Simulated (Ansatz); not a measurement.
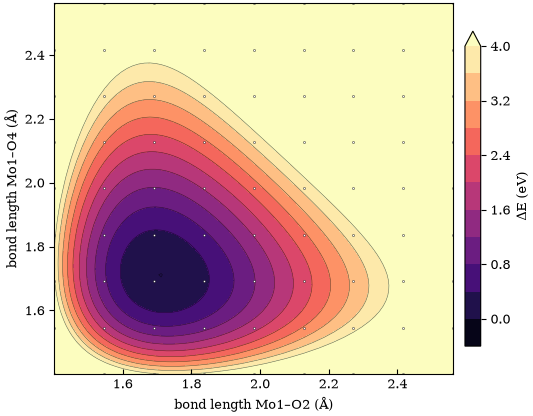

[MoO3Cl]-, charge −1. Coordinates scanned: (1) bond length Mo1–O2; (2) bond length Mo1–O4. Nothing is relaxed (all other coordinates rigid). The grid has 9 × 9 points; 45 points were computed and 36 follow by symmetry. All energies are given in eV relative to the relaxed molecule at the same level. The reference is spin-restricted, which grows unreliable where a bond is stretched far. Theory: RKS wB97X-V/def2-SVPD (Ansatz).

Drawn: filled contours, dots at the grid points, one colour for all values above the top of the scale. Between grid points the surface is interpolated.

Question: Where is the minimum, and how stiff is the well along each coordinate?

Answer: The interpolated minimum is at bond length Mo1–O2 ≈ 1.708 Å, bond length Mo1–O4 ≈ 1.708 Å. The curvatures there are about 47 eV/Å² and 47 eV/Å², with a cross term of about 5 eV/Å². Round the minimum the two coordinates are weakly coupled (coupling 0.10 in units of the two stiffnesses).
